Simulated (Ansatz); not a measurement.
**Cl$_{3}$H$_{5}$HfN$_{2}$: density, localisation and related maps**

Input

```
crystal:
  periodic: [false, false, false]
  atoms:
    - { symbol: Hf, position_ang: [0.49082, 0.436092, -0.778076] }
    - { symbol: Cl, position_ang: [0.935732, -1.155406, 2.557063] }
    - { symbol: Cl, position_ang: [2.552553, -0.70025, -1.073231] }
    - { symbol: Cl, position_ang: [-0.25205, 1.446249, -2.780959] }
    - { symbol: "N", position_ang: [-1.037072, -0.684068, -0.135867] }
    - { symbol: H, position_ang: [-0.932752, -1.273765, 0.704401] }
    - { symbol: H, position_ang: [-1.95601, -0.839269, -0.570485] }
    - { symbol: "N", position_ang: [0.710439, 1.876547, 0.815954] }
    - { symbol: H, position_ang: [1.522941, 2.479169, 0.998515] }
    - { symbol: H, position_ang: [-0.060226, 2.186158, 1.427361] }
    - { symbol: H, position_ang: [0.994224, 0.154843, 2.225724] }
basis:
  gaussian: { orbitals: def2-SVP }
hamiltonian:
  xc: pbe
  dispersion: d4
relax:
  f_tol: 0.03
  max_steps: 50
output:
  orbitals: {}
```

Run with:

```sh
ansatz run input.yaml --threads 4 --pin off --max-ram 5120MiB --backend cpu --events-out ev --progress --plain --runs-dir out
```

The fields are those of the run's last geometry, not of the input's.

Core potentials replace the inner electrons of Hf.

These are results of Ansatz, RKS PBE-D4/def2-SVP, not measurements.

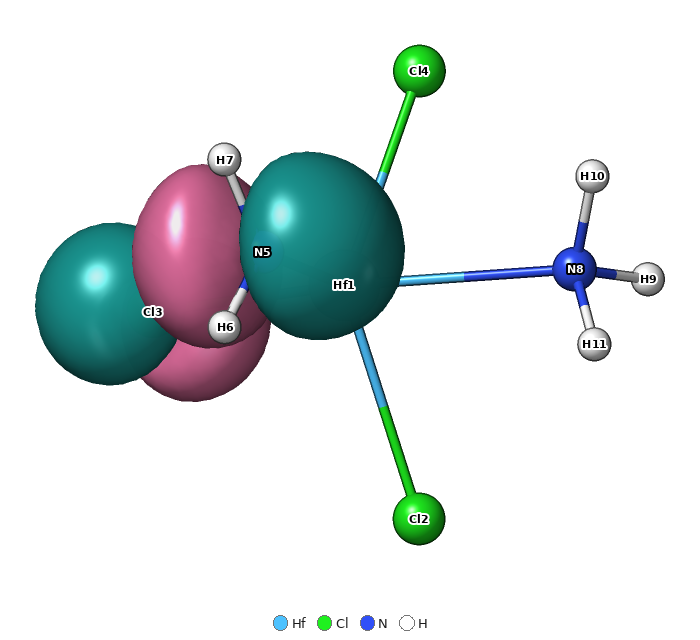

Figure 1. The HOMO at ±0.15 Å⁻³ᐟ² (teal and pink are the two phases), seen from one side.

**Describe this orbital and give its energy.**

Its weight (Hirshfeld) is mainly on N5 (about 50 %), Cl3 (about 25 %) and Hf1 (about 10 %); largely a combination of lone pairs on N5 and Cl3. Its energy is −6.35 eV.

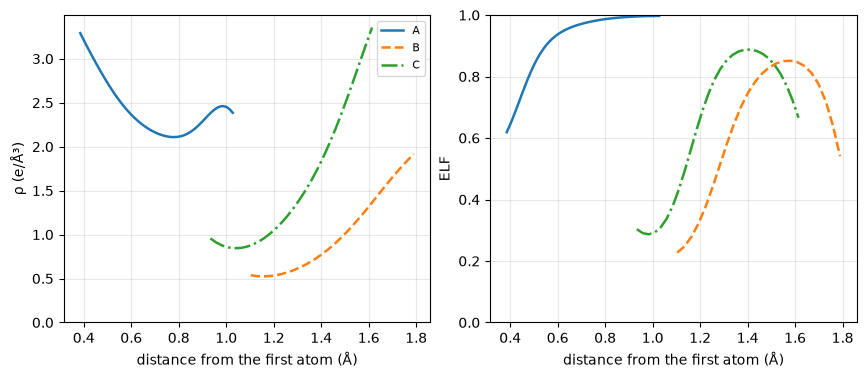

Figure 2. Electron density and electron localisation function along straight lines between neighbouring atoms. The curves leave out the atomic cores.

**Which curve belongs to which contact (Hf–Cl, Hf–N and N–H)? The first atom named is at distance zero.**

Curve A: N–H (1.03 Å): ρ at the midpoint is about 2.7 e/Å³; the ELF climbs to about 1 towards the hydrogen, as it does in any bond to H; a covalent bond by its length. Curve B: Hf–Cl (2.39 Å): the density is about 0.53 e/Å³ at the midpoint; the ELF peaks at about 0.85 in the valence shell of Cl, 0.8 Å from its nucleus, and is about 0.30 at the midpoint. Curve C: Hf–N (2.02 Å): ρ is about 0.85 e/Å³ halfway; the ELF peaks at about 0.90 in the valence shell of N, 0.6 Å from its nucleus, and drops to about 0.30 between the two atoms.
